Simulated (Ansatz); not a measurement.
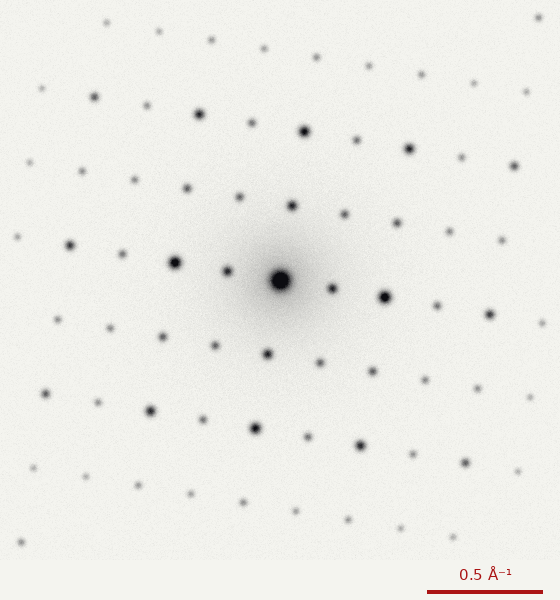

Simulated selected-area electron diffraction pattern (120 kV, kinematic approximation, thin crystal, B = 0.5 Å² for all atoms).

It belongs to NaCrF3, space group Pm-3m (No. 221), a = 4.29 Å. Structure: a model structure set up as the input of an electronic-structure calculation (not necessarily at equilibrium).

```tsv
atom	site	symmetry	x	y	z
Cr	1a	m-3m	0.0000	0.0000	0.0000
F	3d	4/mm.m	0.5000	0.0000	0.0000
Na	1b	m-3m	0.5000	0.5000	0.5000
```

**Determine the zone axis from the geometry of the pattern.**

The spots form a rectangular net whose two shortest vectors correspond to d = 4.29 Å and 3.03 Å, 90.0° apart. They index as 0 0 1 and 1 -1 0, so the zone axis is [110] (or an equivalent direction of <110>).

**List the strongest reflections.**

Strongest reflections with d > 0.88 Å, one of each family (|F|² from tabulated Gaussian fits of the electron scattering factors, times a small damping for the curvature of the Ewald sphere):

| hkl | d (Å) | I (strongest = 100) |
| --- | --- | --- |
| 0 0 2 | 2.144 | 100 |
| 2 -2 0 | 1.516 | 52 |
| 2 -2 2 | 1.238 | 32 |
| 1 -1 0 | 3.032 | 30 |
| 0 0 1 | 4.288 | 24 |
| 0 0 4 | 1.072 | 21 |
